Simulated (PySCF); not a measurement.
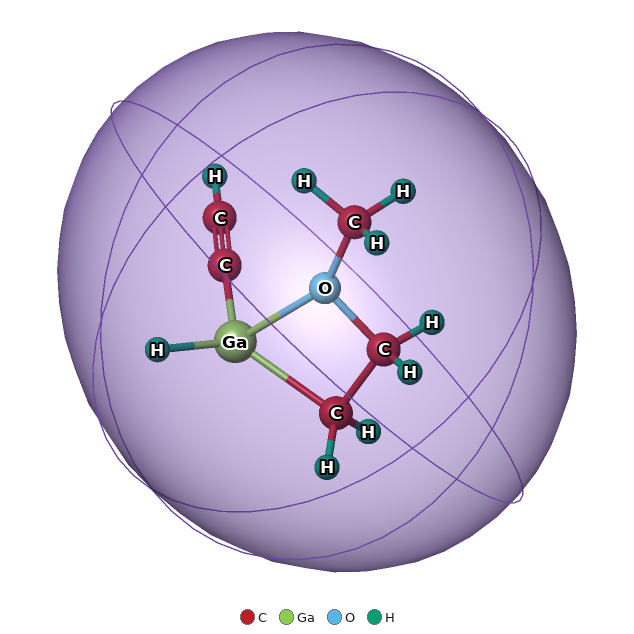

The ellipsoid shows the static dipole polarisability: its half-axes are proportional to the principal values. The computed structure is the end point of a GFN2-xTB optimisation. No frequency run is at hand to confirm it as a minimum. Computed with B3LYP/def2-SVPD (PySCF 2.14.0).

### How large and how anisotropic is the polarisability?

Principal values 82.4, 85.8, 109.1 bohr³; mean 92.4 bohr³ (13.70 Å³); anisotropy 25.2 bohr³, so the longest axis is 1.32 times the shortest.

The geometry is semi-empirical. Around Ga such bond lengths and angles can be off by a tenth of an ångström or more and by several degrees, and values that hang on the shape move with them.
